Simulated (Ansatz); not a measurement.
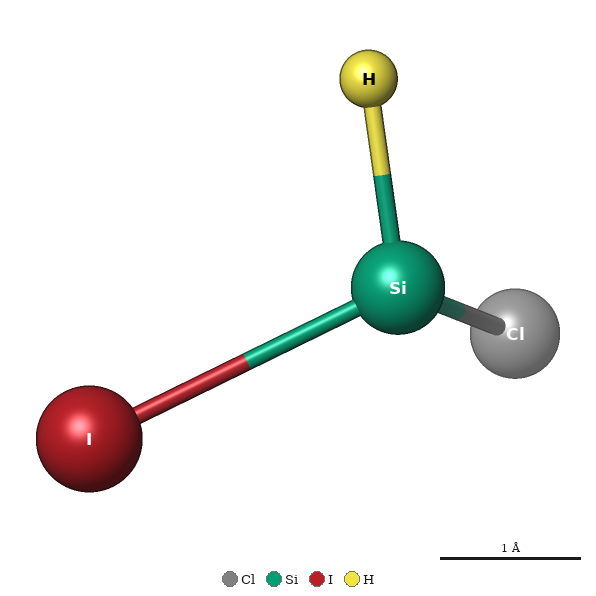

Depth is shown by fading: the farther an atom, the more it takes the colour of the background. Charge 0, doublet. The computed structure is the end point of a PBE-D4/def2-SVP optimisation. No frequency run is at hand to confirm it as a minimum. Masses are those of the most abundant isotopes; constants are for the rigid equilibrium geometry.

> Classify the rotor and give the rotational constants (MHz).

An asymmetric top (C1): A = 12892, B = 1156, C = 1067 MHz. Ray's parameter κ is −0.99, close to the prolate limit.
